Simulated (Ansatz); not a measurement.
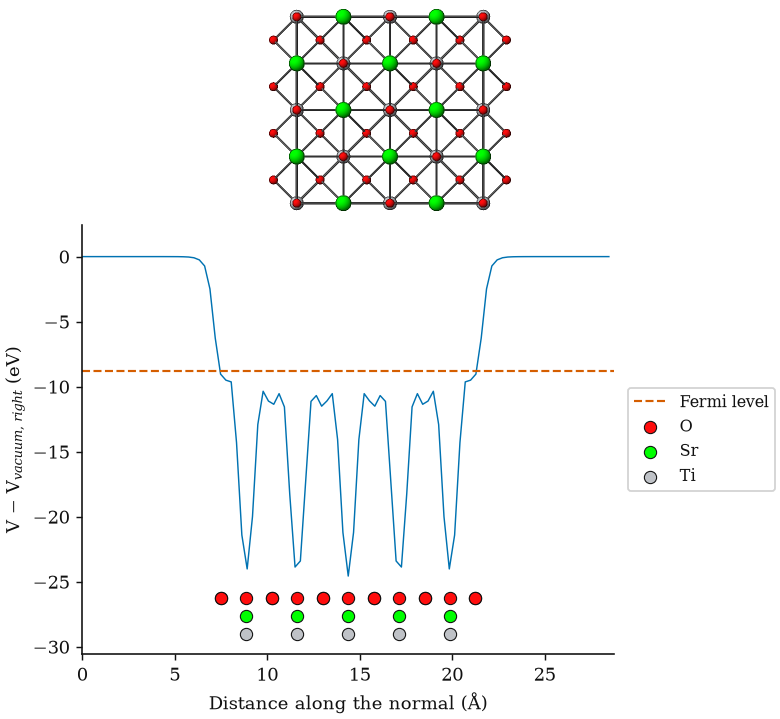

Plane-averaged electrostatic potential energy of an electron across the slab; circles at the bottom mark the heights of the atoms. The structure is drawn too.

The material is a (110) slab cut from SrTiO₃ (Pm-3m), of composition Sr₅Ti₅O₁₇ (not the bulk's), ended by O planes, 27 atoms in the cell, repeats removed: −1.

Level of theory: DFT PBEsol, scalar-relativistic, plane waves, PAW, no spin polarisation, 7×5×1 k mesh, 420 eV cutoff, Gaussian smearing of 0.05 eV; code Ansatz.

**Read off the work function of each face.**

The work function is 8.82 eV, the same on both faces. The two vacuum levels agree, so the slab has no net dipole along its normal.

**How thick are slab and vacuum?**

The outermost atoms are 13.8 Å apart, which leaves 15.0 Å of vacuum in a cell 28.8 Å high.

The atoms aren't at rest in this cell (largest force 3.2 eV/Å), so the relaxed material can differ.
